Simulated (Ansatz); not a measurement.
In doubt: masses and optical values from hybrid runs of this build are listed as unsure (in some of the runs), which bears on the screening that GW takes from such a start.

Consider CdTe (F-43m).

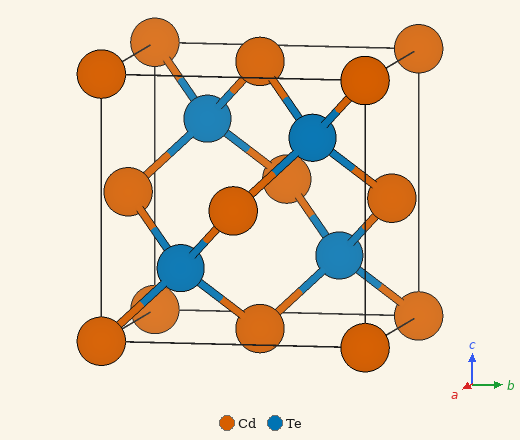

The structure (cadmium orange, tellurium blue). Bonds to atoms that aren't drawn are left out. Some periodic images of atoms are drawn too.

It takes space group F-43m (No. 216, cubic). Conventional cell: a = 6.480 Å, b = 6.480 Å, c = 6.480 Å, α = 90.00°, β = 90.00°, γ = 90.00°. Cd has 4 Te at 2.81 Å nearest. Te has 4 Cd at 2.81 Å nearest. Farther neighbours and most contacts between anions are not listed.

```yaml
crystal:
  lattice:
    - [0.00000, 3.24000, 3.24000]
    - [3.24000, 0.00000, 3.24000]
    - [3.24000, 3.24000, 0.00000]
  atoms:
    - { symbol: Cd, position: [0.00000, 0.00000, 0.00000] }
    - { symbol: Te, position: [0.25000, 0.25000, 0.25000] }
```

The cell and positions come from the Crystallography Open Database and are kept as given unless a step says otherwise. Spin-orbit coupling is left out unless a run names it. PAW set soft_1, made with PBE.

Gaps computed with Ansatz 0.2.0 without a self-energy: HSE06 1.65 eV, r2SCAN 1.28 eV and PBE0 2.29 eV.

Q: What gap should G0W0 on HSE06 give (4×4×4 mesh, 203 empty bands, screening to 120 eV, default PAW files)?

About 1.89 eV: on its mesh the run moves the gap from 1.65 eV by +0.24 eV. Among the scalar-relativistic levels given, HSE06 is nearest (−0.24 eV). Bands and cutoff are finite, so the gap is not at the basis limit. The miss can reach some tenths of an eV and take either sign; the mesh is an error of its own. The many-body steps are scalar-relativistic: spin-orbit coupling is not in them.

[Paths, hosts, dates, memory and timing lines, banners, echoed tables and standing remarks are left out of the program output.]

[Logs are printed without paths, hosts, clocks, repeated set-up lines and the standing remarks that a program may print on its own settings, such as how far it seeks lower states.]

[Runs of the session that timed out or met a known fault of the program may be left out.]

[Cells called generated may have been cut or substituted from an entry of the Crystallography Open Database or the Materials Project.]

[Hosts, paths, dates, database ids (printed as entryN), source tags and the programs' standing remarks are cut or masked in the printed files.]
